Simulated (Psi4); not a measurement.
# [C2H2F2]+ (SMILES [CH2+][C](F)F): UHF/aug-pcseg-2 (density fitting, sweep point 3)

What is the vertical doublet–quartet gap of [C2H2F2]+ at UHF/aug-pcseg-2 (density fitting, sweep point 3)? 

Program for the calculation: Psi4 1.11.

**1. The molecule**

The species is [C2H2F2]+ (6 atoms), meant as a doublet with charge +1. As SMILES, `[CH2+][C](F)F`. The shape is that of a GFN2-xTB optimisation. This is one conformer, not always the lowest.

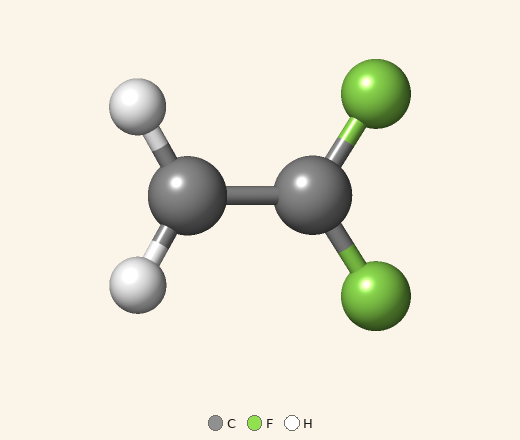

Viewed from a chosen angle; carbon grey, fluorine green, hydrogen white.

**2. A single-point energy at UHF/aug-pcseg-2 (density fitting, sweep point 3)**

The input, job.py:

```python
import psi4

psi4.set_memory(1600000000)
psi4.set_num_threads(1)
psi4.set_output_file('psi4.out', False)

mol = psi4.geometry("""
1 2
C     -0.58815836     1.18652124    -0.47520943
C      0.50967803    -1.02612129     0.41005167
F     -0.75912188    -2.88111424     1.28590194
F      2.88969360    -1.41308050     0.43174573
H      0.58214903     2.71572541    -1.20447364
H     -2.63420263     1.41806938    -0.44801627
units bohr
symmetry c1
""")

psi4.set_options({
    'reference': 'uhf',
    'puream': True,
    'scf_type': 'df',
    'maxiter': 150,
})

E = psi4.energy('scf/aug-pcseg-2')
print(f'scf/aug-pcseg-2 energy: {E:.10f} Eh')
for k, v in sorted(psi4.core.scalar_variables().items()):
    print(f'{k:45s} {v:18.10f}')
```

Run with:

```sh
python job.py
```

psi4.out:

```text
[...]
  Running in c1 symmetry.
[...]
  Nuclear repulsion =  118.497687052403251
[...]
  Multiplicity = 2
[...]
  Nalpha       = 16
  Nbeta        = 15
[...]
    Number of basis functions: 230
[...]
   @DF-UHF iter   1:  -275.42248541265212   -2.49867e-01   1.95241e-03 ADIIS/DIIS
[...]
   @DF-UHF iter   9:  -275.52341498706340   -1.84563e-07   5.00246e-07 DIIS
[...]
   @S^2 Observed:                7.563951567E-01
[...]
    Orbital Energies [Eh]
    ---------------------
    Alpha Occupied:
       1A    -26.639773     2A    -26.639638     3A    -11.791308
       4A    -11.588902     5A     -2.022808     6A     -1.949662
       7A     -1.399904     8A     -1.194553     9A     -1.112939
      10A     -1.075865    11A     -1.059675    12A     -0.982106
      13A     -0.962221    14A     -0.932776    15A     -0.892592
      16A     -0.738079
    Alpha Virtual:
      17A     -0.159000    18A     -0.116048    19A     -0.080717
      20A     -0.080458    21A     -0.078522    22A     -0.049538
      23A     -0.049355    24A     -0.040928    25A     -0.036940
[...]
  @DF-UHF Final Energy:  -275.52341498706340
   => Energetics <=
    Nuclear Repulsion Energy =            118.4976870524032506
    One-Electron Energy =                -607.0529067600655253
    Two-Electron Energy =                 213.0318047205988989
    Total Energy =                       -275.5234149870633473
  UHF NO Occupations:
  HONO-2 :   14  A 1.9995179
  HONO-1 :   15  A 1.9981324
[...]
 Multipole Moments:
 ------------------------------------------------------------------------------------
     Multipole            Electronic (a.u.)      Nuclear  (a.u.)        Total (a.u.)
 ------------------------------------------------------------------------------------
 L = 1.  Multiply by 2.5417464519 to convert [e a0] to [Debye]
 Dipole X            :          1.3307732           -2.0779374           -0.7471642
 Dipole Y            :         -2.6794765            4.1870476            1.5075710
 Dipole Z            :          1.0712037           -1.6742951           -0.6030914
 Magnitude           :                                                    1.7873847
[...]
```

On the terminal:

```text
scf/aug-pcseg-2 energy: -275.5234149871 Eh
CURRENT ENERGY                                   -275.5234149871
CURRENT REFERENCE ENERGY                         -275.5234149871
DD SOLVATION ENERGY                                 0.0000000000
HF KINETIC ENERGY                                 275.6257267048
HF POTENTIAL ENERGY                              -551.1491416918
HF TOTAL ENERGY                                  -275.5234149871
HF VIRIAL RATIO                                     1.9996288020
NUCLEAR REPULSION ENERGY                          118.4976870524
ONE-ELECTRON ENERGY                              -607.0529067601
PCM POLARIZATION ENERGY                             0.0000000000
PE ENERGY                                           0.0000000000
SCF ITERATION ENERGY                             -275.5234149871
SCF ITERATIONS                                      9.0000000000
SCF TOTAL ENERGY                                 -275.5234149871
TWO-ELECTRON ENERGY                               213.0318047206
```

It took 6 s on 1 thread of AMD EPYC 7R43 (Zen 3), shared host; peak memory 0.36 GiB.

**3. The quartet, same level**

The input, c2h2f2.py:

```python
import psi4

psi4.set_memory(1600000000)
psi4.set_num_threads(1)
psi4.core.set_output_file('psi4.out', False)

molecule = psi4.geometry("""
1 4
C     -0.58815836     1.18652124    -0.47520943
C      0.50967803    -1.02612129     0.41005167
F     -0.75912188    -2.88111424     1.28590194
F      2.88969360    -1.41308050     0.43174573
H      0.58214903     2.71572541    -1.20447364
H     -2.63420263     1.41806938    -0.44801627
units au
symmetry c1
""")

options = {'basis': 'aug-pcseg-2', 'reference': 'uhf', 'puream': True, 'scf_type': 'df', 'maxiter': 150}
psi4.set_options(options)

E, wfn = psi4.energy('hf', return_wfn=True)
print(f'total energy {E:.8f} hartree = {E * 27.211386:.5f} eV')
```

Run with:

```sh
python c2h2f2.py
```

psi4.out:

```text
[...]
  Running in c1 symmetry.
[...]
  Nuclear repulsion =  118.497687052403251
[...]
  Multiplicity = 4
[...]
  Nalpha       = 17
  Nbeta        = 14
[...]
    Number of basis functions: 230
[...]
   @DF-UHF iter   1:  -275.08817291150376    8.44458e-02   1.43678e-03 DIIS/ADIIS
[...]
   @DF-UHF iter  10:  -275.18842861777563   -2.59205e-07   9.26843e-07 DIIS
[...]
   @S^2 Observed:                3.770707201E+00
[...]
    Orbital Energies [Eh]
    ---------------------
    Alpha Occupied:
       1A    -26.554541     2A    -26.554088     3A    -11.663067
       4A    -11.620293     5A     -1.941847     6A     -1.870087
       7A     -1.455896     8A     -1.184052     9A     -1.101008
      10A     -1.058522    11A     -1.044148    12A     -1.002811
      13A     -0.933934    14A     -0.898408    15A     -0.882359
      16A     -0.844940    17A     -0.536066
    Alpha Virtual:
      18A     -0.136068    19A     -0.101242    20A     -0.085127
      21A     -0.083246    22A     -0.061590    23A     -0.053516
      24A     -0.041956    25A     -0.040302    26A     -0.039241
[...]
  @DF-UHF Final Energy:  -275.18842861777563
   => Energetics <=
    Nuclear Repulsion Energy =            118.4976870524032506
    One-Electron Energy =                -608.1917102415648060
    Two-Electron Energy =                 214.5055945713859558
    Total Energy =                       -275.1884286177755712
  UHF NO Occupations:
  HONO-2 :   15  A 1.0000000
  HONO-1 :   16  A 1.0000000
[...]
 Multipole Moments:
 ------------------------------------------------------------------------------------
     Multipole            Electronic (a.u.)      Nuclear  (a.u.)        Total (a.u.)
 ------------------------------------------------------------------------------------
 L = 1.  Multiply by 2.5417464519 to convert [e a0] to [Debye]
 Dipole X            :          0.6699903           -2.0779374           -1.4079471
 Dipole Y            :         -1.3572255            4.1870476            2.8298221
 Dipole Z            :          0.5430265           -1.6742951           -1.1312686
 Magnitude           :                                                    3.3570786
[...]
```

The script printed:

```text
total energy -275.18842862 hartree = -7488.25855 eV
```

Run time: 6 s. Hardware: 1 thread of AMD EPYC 7R43 (Zen 3), shared host; peak memory 0.36 GiB.

**4. What came out**

At UHF/aug-pcseg-2 (density fitting, sweep point 3):

```
                                        quantity          value
                           doublet: total energy  -275.52341 Eh
     doublet: HOMO energy (highest over α and β)      -20.08 eV
      doublet: LUMO energy (lowest over α and β)       -7.56 eV
                                   doublet: ⟨S²⟩          0.756
                           quartet: total energy  -275.18843 Eh
     quartet: HOMO energy (highest over α and β)      -14.59 eV
      quartet: LUMO energy (lowest over α and β)      -13.29 eV
                                   quartet: ⟨S²⟩          3.771
vertical energy of the quartet above the doublet       9.115 eV
```

At this shape the quartet lies 9.12 eV (210 kcal/mol) above the doublet.
